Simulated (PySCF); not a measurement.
# TlH3: forces at shaken geometries

Aim: move all atoms of relaxed TlH3 at random and read energies and forces. The structure is generated, not taken from experiment.

Method: B3LYP, Tl def2-SVP with ECP60, H def2-SVP; scalar-relativistic core potentials, no spin–orbit coupling; program: PySCF 2.14.0.

2 further runs of the same task are left out: 2 for a known fault of the program. Runs told in other sessions of the task aren't counted.

### 1 The system as given

4 atoms, charge 0, spin multiplicity 1.

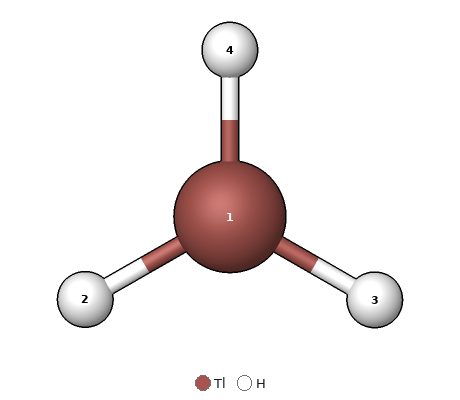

The structure; thallium brown, hydrogen white; atoms are numbered from 1 in the order of the file.

Coordinates:

```xyz
4
H3Tl
Tl    0.4819    0.0000    0.0000
H    -0.3952    0.0000    1.5240
H    -0.3952    0.0000   -1.5240
H     2.2402    0.0000    0.0000
```

Formal oxidation states: Tl +3. An earlier session relaxed this geometry at B3LYP, Tl def2-SVP with ECP60, H def2-SVP (singlet, point group D3h).

Its energy there is -174.300864 Eh.

### 2 Atoms moved at random, σ = 0.1 Å

The input, run.py (the lines that set the calculation):

```python
mol = gto.M(atom='''
Tl     0.54061    -0.03194     0.09905
H     -0.33846     0.11864     1.49884
H     -0.37927    -0.12039    -1.67536
H      2.10894     0.03369     0.07747''',
    basis={'Tl': 'def2-SVP', 'H': 'def2-SVP'},
    ecp={'Tl': 'def2-SVP'},
    charge=0, spin=0)
mf = dft.RKS(mol, xc='B3LYP')
mf.grids.atom_grid = (50, 194)
mf = mf.density_fit()  # fitting sets: Tl def2-universal-JKFIT, H def2-universal-JKFIT
mf.conv_tol = 1e-08; mf.max_cycle = 55
mf.kernel(dm0)  # dm0: the density of the relaxed state
```

Started as:

```console
> OMP_NUM_THREADS=2 python run.py
```

The log of the run:

```text
init E= -174.307131941552
  HOMO = -0.284878499008351  LUMO = -0.0790073022568851  gap/eV = 5.60204
cycle= 1 E= -174.275814334015  delta_E= 0.0313  |g|= 0.0909  |ddm|= 0.319
  HOMO = -0.25411795138904  LUMO = -0.0836484185909923  gap/eV = 4.63871
cycle= 2 E= -174.276402962345  delta_E= -0.000589  |g|= 0.0825  |ddm|= 0.314
  HOMO = -0.270544156081425  LUMO = -0.0796560088785405  gap/eV = 5.19433
cycle= 3 E= -174.280466880649  delta_E= -0.00406  |g|= 0.00588  |ddm|= 0.159
  HOMO = -0.270761617109743  LUMO = -0.0803065401940692  gap/eV = 5.18255
cycle= 4 E= -174.280478141097  delta_E= -1.13e-05  |g|= 0.00118  |ddm|= 0.0109
  HOMO = -0.270620289921273  LUMO = -0.0802184423580945  gap/eV = 5.18110
cycle= 5 E= -174.280478542434  delta_E= -4.01e-07  |g|= 0.000191  |ddm|= 0.00223
  HOMO = -0.270664359102203  LUMO = -0.0802174631884478  gap/eV = 5.18232
cycle= 6 E= -174.28047856221  delta_E= -1.98e-08  |g|= 2.91e-05  |ddm|= 0.000411
  HOMO = -0.270660294906175  LUMO = -0.0802163156833346  gap/eV = 5.18224
cycle= 7 E= -174.28047856263  delta_E= -4.19e-10  |g|= 9.52e-06  |ddm|= 6.62e-05
  HOMO = -0.270661145043086  LUMO = -0.0802167352033045  gap/eV = 5.18226
Extra cycle  E= -174.280478562656  delta_E= -2.69e-11  |g|= 7.01e-06  |ddm|= 2.89e-05
converged SCF energy = -174.280478562656
```

Wall time 0.5 s (2 threads of Intel Xeon 6975P-C (Granite Rapids), shared host).

Read off: E = -174.280479 Eh (+0.555 eV from the relaxed state), HOMO -7.37 eV, LUMO -2.18 eV, Mulliken charge on Tl1 +0.27 e, largest force component 3.144 eV/Å. 

| atom | Fx | Fy | Fz (eV/Å) |
| --- | --- | --- | --- |
| Tl1 | -2.902 | -0.044 | -2.272 |
| H2 | -0.930 | 0.019 | 0.980 |
| H3 | 0.689 | 0.011 | 1.511 |
| H4 | 3.144 | 0.014 | -0.219 |

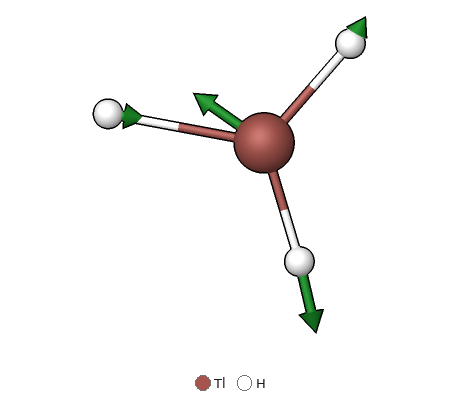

Forces as arrows, the longest for the largest force.

### 3 Atoms moved at random, σ = 0.06 Å

run.py (the lines that set the calculation): that of step 2 with these lines changed.

```diff
@@ -1,6 +1,6 @@
 mol = gto.M(atom='''
-Tl     0.54061    -0.03194     0.09905
-H     -0.33846     0.11864     1.49884
-H     -0.37927    -0.12039    -1.67536
-H      2.10894     0.03369     0.07747''',
+Tl     0.54386    -0.03694    -0.02178
+H     -0.40626     0.03687     1.54000
+H     -0.46636     0.01056    -1.51647
+H      2.26058    -0.01050    -0.00176''',
     basis={'Tl': 'def2-SVP', 'H': 'def2-SVP'},
```

Started as:

```console
> OMP_NUM_THREADS=2 python run.py
```

The log of the run:

```text
init E= -174.284483099449
  HOMO = -0.289290422341455  LUMO = -0.0858691128888545  gap/eV = 5.53538
cycle= 1 E= -174.29857119773  delta_E= -0.0141  |g|= 0.0282  |ddm|= 0.12
  HOMO = -0.273197370153147  LUMO = -0.0779156710482898  gap/eV = 5.31389
cycle= 2 E= -174.2987084997  delta_E= -0.000137  |g|= 0.0237  |ddm|= 0.0964
  HOMO = -0.27780867171407  LUMO = -0.0786873583975192  gap/eV = 5.41837
cycle= 3 E= -174.29901230101  delta_E= -0.000304  |g|= 0.000532  |ddm|= 0.0421
  HOMO = -0.278057836763778  LUMO = -0.0789000148617278  gap/eV = 5.41936
cycle= 4 E= -174.299012409524  delta_E= -1.09e-07  |g|= 0.000264  |ddm|= 0.00141
  HOMO = -0.278051555784534  LUMO = -0.0788754225258215  gap/eV = 5.41986
cycle= 5 E= -174.299012430593  delta_E= -2.11e-08  |g|= 4.56e-05  |ddm|= 0.000473
  HOMO = -0.2780489118134  LUMO = -0.0788805306057689  gap/eV = 5.41965
cycle= 6 E= -174.299012431341  delta_E= -7.48e-10  |g|= 1.09e-05  |ddm|= 9.63e-05
  HOMO = -0.278048103715381  LUMO = -0.0788784434115115  gap/eV = 5.41968
Extra cycle  E= -174.299012431361  delta_E= -2.02e-11  |g|= 9.11e-06  |ddm|= 3.39e-05
converged SCF energy = -174.299012431361
```

Wall time 0.6 s (2 threads of Intel Xeon 6975P-C (Granite Rapids), shared host).

It gives: E = -174.299012 Eh (+0.050 eV from the relaxed state), HOMO -7.57 eV, LUMO -2.15 eV, Mulliken charge on Tl1 +0.24 e, largest force component 1.032 eV/Å. 

| atom | Fx | Fy | Fz (eV/Å) |
| --- | --- | --- | --- |
| Tl1 | -1.032 | 0.235 | 0.173 |
| H2 | 0.336 | -0.087 | -0.505 |
| H3 | 0.301 | -0.079 | 0.356 |
| H4 | 0.395 | -0.069 | -0.024 |

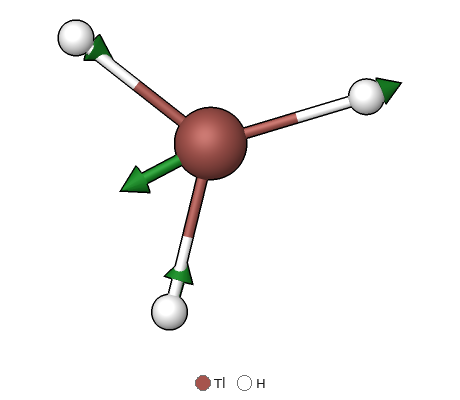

Forces as arrows, the longest for the largest force.

### 4 Atoms moved at random, σ = 0.15 Å

run.py (the lines that set the calculation): that of step 3 with these lines changed.

```diff
@@ -1,6 +1,6 @@
 mol = gto.M(atom='''
-Tl     0.54386    -0.03694    -0.02178
-H     -0.40626     0.03687     1.54000
-H     -0.46636     0.01056    -1.51647
-H      2.26058    -0.01050    -0.00176''',
+Tl     0.37558     0.04490    -0.06035
+H     -0.34547    -0.18116     1.57681
+H     -0.30305     0.13594    -1.43927
+H      2.20477     0.00032    -0.07718''',
     basis={'Tl': 'def2-SVP', 'H': 'def2-SVP'},
```

Started as:

```console
> OMP_NUM_THREADS=2 python run.py
```

The log of the run:

```text
init E= -174.315339693877
  HOMO = -0.274386045363881  LUMO = -0.0751433962541412  gap/eV = 5.42167
cycle= 1 E= -174.284418249268  delta_E= 0.0309  |g|= 0.0624  |ddm|= 0.287
  HOMO = -0.266195886993724  LUMO = -0.0818271123358691  gap/eV = 5.01693
cycle= 2 E= -174.285141602227  delta_E= -0.000723  |g|= 0.0498  |ddm|= 0.195
  HOMO = -0.271639811504199  LUMO = -0.0792548811017735  gap/eV = 5.23506
cycle= 3 E= -174.286356311858  delta_E= -0.00121  |g|= 0.00281  |ddm|= 0.0866
  HOMO = -0.271866068748429  LUMO = -0.0795100830050046  gap/eV = 5.23427
cycle= 4 E= -174.286358439618  delta_E= -2.13e-06  |g|= 0.000845  |ddm|= 0.00554
  HOMO = -0.271741473691582  LUMO = -0.0794144631695177  gap/eV = 5.23348
cycle= 5 E= -174.28635866176  delta_E= -2.22e-07  |g|= 0.000121  |ddm|= 0.00153
  HOMO = -0.271758008718011  LUMO = -0.0794230633962982  gap/eV = 5.23370
cycle= 6 E= -174.28635866746  delta_E= -5.7e-09  |g|= 1.25e-05  |ddm|= 0.000222
  HOMO = -0.271757334298837  LUMO = -0.0794243266518961  gap/eV = 5.23365
Extra cycle  E= -174.286358667533  delta_E= -7.3e-11  |g|= 6.83e-06  |ddm|= 3.44e-05
converged SCF energy = -174.286358667533
```

It took 0.4 s on 2 threads of Intel Xeon 6975P-C (Granite Rapids), shared host.

Read off: E = -174.286359 Eh (+0.395 eV from the relaxed state), HOMO -7.39 eV, LUMO -2.16 eV, Mulliken charge on Tl1 +0.26 e, largest force component 3.634 eV/Å. 

| atom | Fx | Fy | Fz (eV/Å) |
| --- | --- | --- | --- |
| Tl1 | 2.020 | -0.546 | 3.634 |
| H2 | 0.227 | 0.153 | -0.488 |
| H3 | -1.767 | 0.321 | -3.277 |
| H4 | -0.480 | 0.072 | 0.131 |

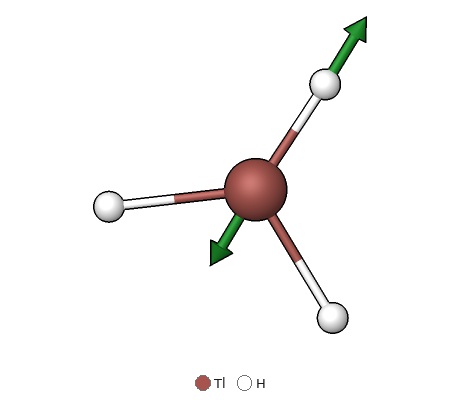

Forces as arrows, the longest for the largest force.

### 5 Results

| σ (Å) | energy rise (eV) | harmonic estimate −½ F·u (eV) | largest force component (eV/Å) |
| --- | --- | --- | --- |
| 0.1 | 0.555 | 0.559 | 3.14 |
| 0.06 | 0.050 | 0.051 | 1.03 |
| 0.15 | 0.395 | 0.445 | 3.63 |

Every displacement raises the energy. For a harmonic well the rise equals −½ F·u; the two differ by at most 13 % here (a move with σ = 0.15 Å), from anharmonicity, the grid and the small forces left at the relaxed point. The bases are small and lack diffuse functions. Spin–orbit coupling is left out.
